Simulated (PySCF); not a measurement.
```yaml
atoms:
  - { symbol: C, position_ang: [2.5792, -0.1576, 0.2573] }
  - { symbol: S, position_ang: [1.5360, 1.2224, 0.7700] }
  - { symbol: C, position_ang: [0.0103, 0.8039, -0.1118] }
  - { symbol: C, position_ang: [-0.8421, -0.2426, 0.6163] }
  - { symbol: S, position_ang: [-0.2031, -1.9198, 0.4246] }
  - { symbol: C, position_ang: [-2.2652, -0.2284, 0.0611] }
  - { symbol: F, position_ang: [-2.8415, 1.0017, 0.2506] }
  - { symbol: H, position_ang: [3.5041, -0.0934, 0.8197] }
  - { symbol: H, position_ang: [2.7768, -0.0922, -0.8090] }
  - { symbol: H, position_ang: [2.0538, -1.0882, 0.4851] }
  - { symbol: H, position_ang: [-0.5557, 1.7346, -0.1701] }
  - { symbol: H, position_ang: [0.2676, 0.4664, -1.1155] }
  - { symbol: H, position_ang: [-0.8670, -0.0122, 1.6858] }
  - { symbol: H, position_ang: [-2.8911, -0.9615, 0.5781] }
  - { symbol: H, position_ang: [-2.2665, -0.4251, -1.0159] }
```

Geometry: GFN2-xTB.

Level of theory: UKS B3LYP, pcH-1 on C F H S, non-relativistic, mean-field spin-orbit, GIAO (PySCF).

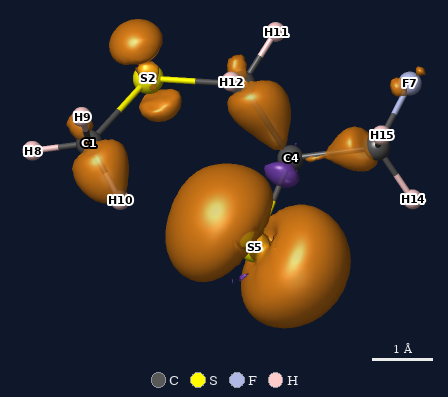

C₄H₈FS₂ (SMILES CSC[C@H]([S])CF) (doublet). Isosurfaces of the spin density (α minus β) at +0.02 (orange) and −0.02 e/Å³ (purple), seen across its widest extent.

Q: Which atoms carry the spin?

A: The unpaired spin (1 electron) lies mostly on S5 (about 0.8), in electrons by Hirshfeld's partition.
